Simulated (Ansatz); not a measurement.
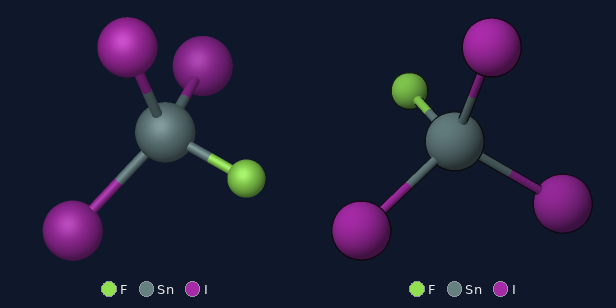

Both panels show the same species.

Description:

It has 5 atoms: 1 tin, 3 iodine and 1 fluorine (SnI₃F). As SMILES it reads `[F][Sn]([I])([I])[I]`. This geometry has C3v symmetry. Coordination: 1 Sn tetrahedral.

The parts below concern this one geometry. Atoms keep their numbers from picture to picture. The geometry was computed by an optimisation with PBE0-D4/def2-TZVP.

## Shape

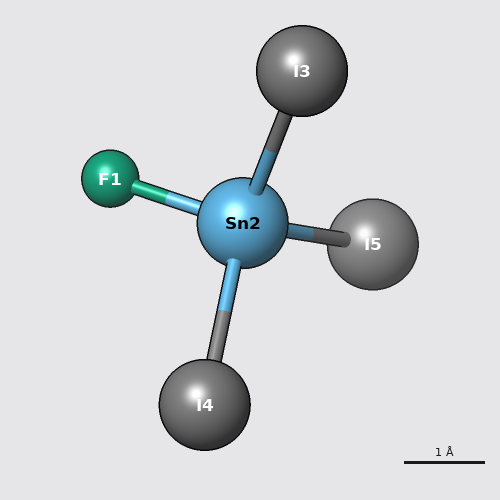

Numbered structure.

What are the angles F1–Sn2–I3, I3–Sn2–I4?

```json
{"angle": "F1–Sn2–I3", "degrees": "106.0"}
{"angle": "I3–Sn2–I4", "degrees": "112.7"}
```

## Electronic properties

Level of theory: RKS B3LYP-D4/def2-TZVPP, core potentials on I, Sn (Ansatz 0.2.0).

What does the calculation give?

- dipole moment: 1.93 D
- HOMO energy (Kohn–Sham orbital): −7.85 eV
- LUMO energy (Kohn–Sham orbital): −3.79 eV
- HOMO–LUMO gap: 4.06 eV

## Thermal motion

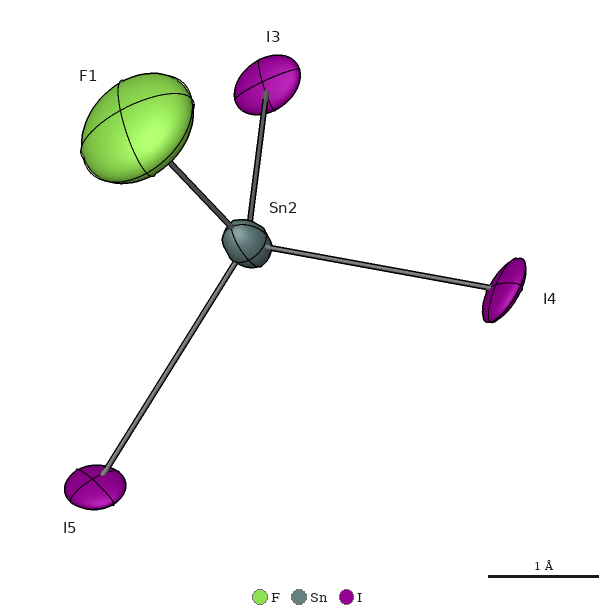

Displacement ellipsoids at the 50 % level, enlarged 2 times, from the internal vibrations of the free molecule (harmonic, no overall translation or rotation; no half-axis is drawn under 0.075 Å). Vibrations computed with RKS PBE0-D4/def2-TZVP, core potentials on I, Sn (Ansatz 0.2.0). Temperature: 400 K.

List U_eq and the three principal root-mean-square amplitudes for each kind of atom.

```json
{"atom": "F1", "U_eq (Å²)": "0.0269", "rms amplitudes (Å)": "0.095, 0.189, 0.189"}
{"atom": "Sn2", "U_eq (Å²)": "0.0056", "rms amplitudes (Å)": "0.066, 0.066, 0.089"}
{"atom": "I3, I4, I5", "U_eq (Å²)": "0.0070", "rms amplitudes (Å)": "0.032, 0.087, 0.112"}
```

## Charges

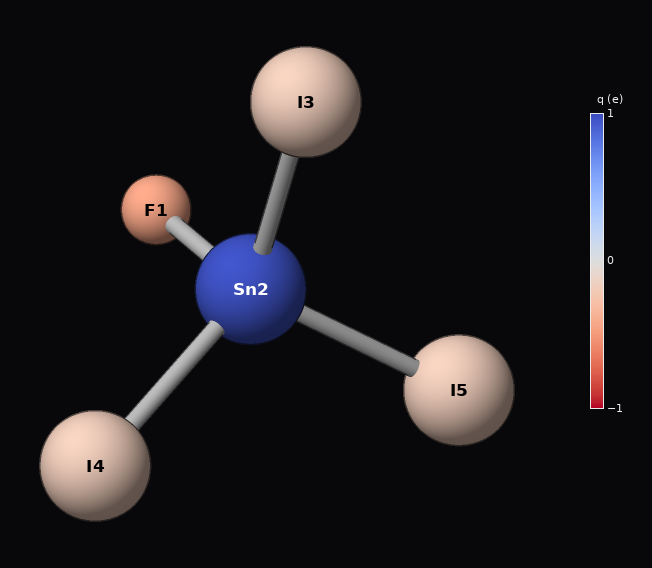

Atoms are coloured by their Mulliken charges. Properties computed with RKS r2SCAN-D4/def2-TZVPP, core potentials on I, Sn (Ansatz 0.2.0).

Give the Mulliken charges atom by atom.

| atom | value (e) |
| --- | --- |
| F1 | −0.44 |
| Sn2 | 0.96 |
| I3 | −0.17 |
| I4 | −0.17 |
| I5 | −0.17 |

Mulliken values depend strongly on the basis set and can even reverse the polarity of a bond.
